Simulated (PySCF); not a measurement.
**C4H11BO2: density, localisation and related maps**

```yaml
atoms:
  - { symbol: C, position_ang: [-3.0245, -0.3736, -0.1878] }
  - { symbol: C, position_ang: [-1.5217, -0.5451, -0.0119] }
  - { symbol: C, position_ang: [-0.7397, 0.5563, -0.7304] }
  - { symbol: O, position_ang: [0.6441, 0.3105, -0.6724] }
  - { symbol: B, position_ang: [1.4669, 0.8809, 0.2398] }
  - { symbol: O, position_ang: [2.7719, 0.5725, 0.2732] }
  - { symbol: C, position_ang: [3.3641, -0.3600, -0.6061] }
  - { symbol: H, position_ang: [-3.2948, -0.4240, -1.2403] }
  - { symbol: H, position_ang: [-3.3478, 0.5885, 0.2030] }
  - { symbol: H, position_ang: [-3.5589, -1.1583, 0.3416] }
  - { symbol: H, position_ang: [-1.2077, -1.5115, -0.4108] }
  - { symbol: H, position_ang: [-1.2610, -0.5212, 1.0484] }
  - { symbol: H, position_ang: [-1.0169, 0.5792, -1.7910] }
  - { symbol: H, position_ang: [-0.9750, 1.5313, -0.2844] }
  - { symbol: H, position_ang: [1.1046, 1.6783, 1.0281] }
  - { symbol: H, position_ang: [4.2397, 0.1070, -1.0616] }
  - { symbol: H, position_ang: [2.6647, -0.6716, -1.3826] }
  - { symbol: H, position_ang: [3.6832, -1.2327, -0.0313] }
```

Geometry: GFN2-xTB.

All numbers below come from PySCF 2.14.0, B3LYP/def2-SVPD, SCF density, gas phase.

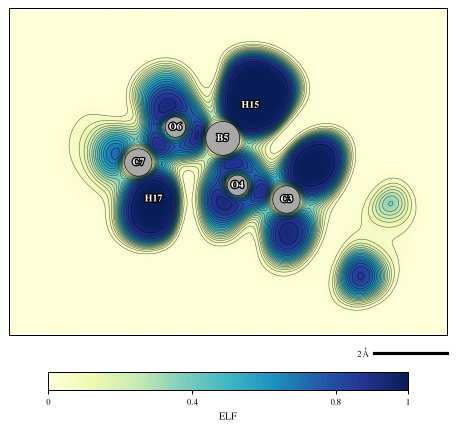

Figure 1. ELF on the plane of atoms O4, B5 and H15. Grey discs cover the atomic cores.

Q: Read the bonding off the picture.

A: Atoms in the plane: C, O, B and H.
B–O (1.34 Å): the ELF peaks at about 0.90 between the atoms: a polar covalent bond.
C–O (1.41 Å): the ELF peaks at about 0.90 between the atoms, as expected for a polar covalent bond.
C–H (1.09 Å): the ELF climbs to about 1 towards the hydrogen, as it does in any bond to H; an ordinary covalent bond to hydrogen.
B–H (1.18 Å): the ELF climbs to about 1 towards the hydrogen: a covalent bond by its length.
The ELF also peaks beside O4 and O6, away from the bonds: lone-pair regions.

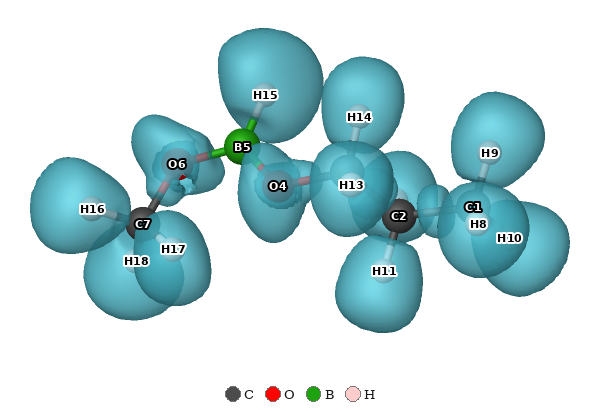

Figure 2. Isosurface of the electron localisation function at 0.75 (cyan), seen at a tilt. Core shells and regions of very low density are left out.

Q: What do the ELF domains correspond to?

A: At this value the surface marks out two regions between bonded C–C atoms (shared pairs), eleven regions around hydrogen nuclei and two regions on O in which the atom's valence shell and bonds are merged.

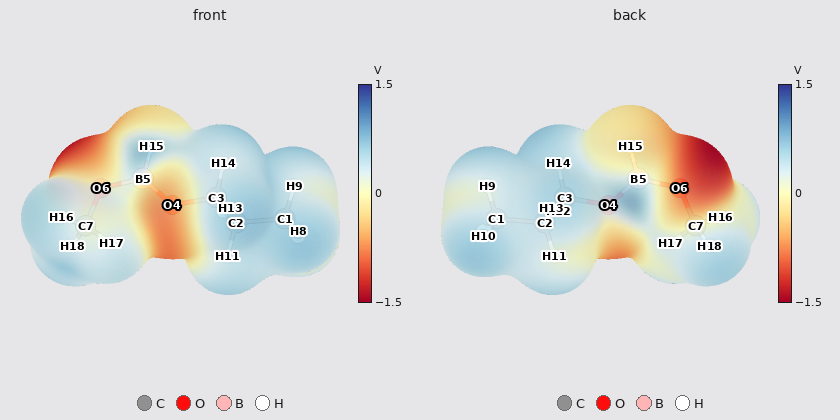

Figure 3. The electrostatic potential painted on the density surface at 0.002 e/bohr³, seen from the front and from behind; the colour scale runs from red (negative) to blue (positive).

Q: Which sites attract a positive test charge, and which a negative one?

A: A positive charge is drawn to the negative regions and a negative charge to the positive ones. The most negative region (about −1.5 V) lies over O6, the most positive (about +0.7 V) over the B and H atoms. O6 is the likeliest acceptor of a hydrogen bond.
